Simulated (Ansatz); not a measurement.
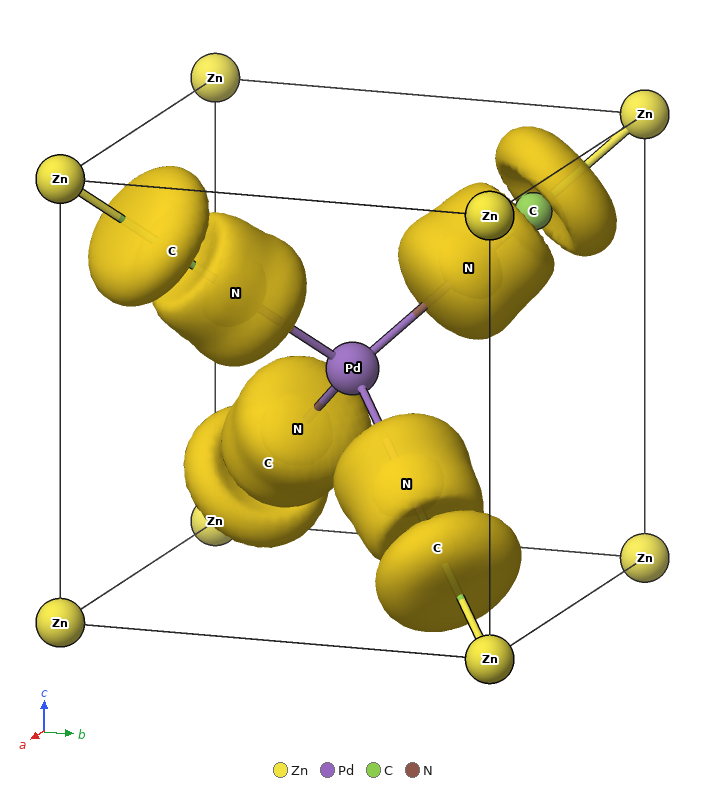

*ZnPdC₄N₄. Isosurface of the ELF at 0.7 (yellow), seen slightly off an axis. Core shells and regions of very low density are left out. Sticks mark near contacts.*

Space group P-43m; a structure generated by program, which may or may not match a known phase; spin-polarised.

All numbers below come from DFT PBE, scalar-relativistic, plane waves, PAW (Ansatz).

In a PAW calculation such maps are meaningful between the atoms, not at the nuclei.

```yaml
crystal:
  lattice:
    - [6.07943, 0.00000, 0.00000]
    - [0.00000, 6.07943, 0.00000]
    - [0.00000, 0.00000, 6.07943]
  atoms:
    - { symbol: Zn, position: [0.00000, 0.00000, 0.00000] }
    - { symbol: Pd, position: [0.50000, 0.50000, 0.50000] }
    - { symbol: C, position: [0.19063, 0.19063, 0.19063] }
    - { symbol: C, position: [0.19063, 0.80937, 0.80937] }
    - { symbol: C, position: [0.80937, 0.19063, 0.80937] }
    - { symbol: C, position: [0.80937, 0.80937, 0.19063] }
    - { symbol: N, position: [0.30144, 0.30144, 0.30144] }
    - { symbol: N, position: [0.30144, 0.69856, 0.69856] }
    - { symbol: N, position: [0.69856, 0.30144, 0.69856] }
    - { symbol: N, position: [0.69856, 0.69856, 0.30144] }
```

> Where are the electrons localised?

At this value the surface marks out four lobes of the valence shell of C pointing towards Zn (polar bonds) and four regions on N in which the atom's valence shell and bonds are merged, counted in one cell of 10 atoms. Regions shared between cells count once.

Values along the shortest contacts:
C–N (1.17 Å): the ELF peaks at about 0.85 between the atoms. Zn–C (2.01 Å): the ELF peaks at about 0.95 in the valence shell of C, 0.6 Å from its nucleus, and is about 0.45 at the midpoint.
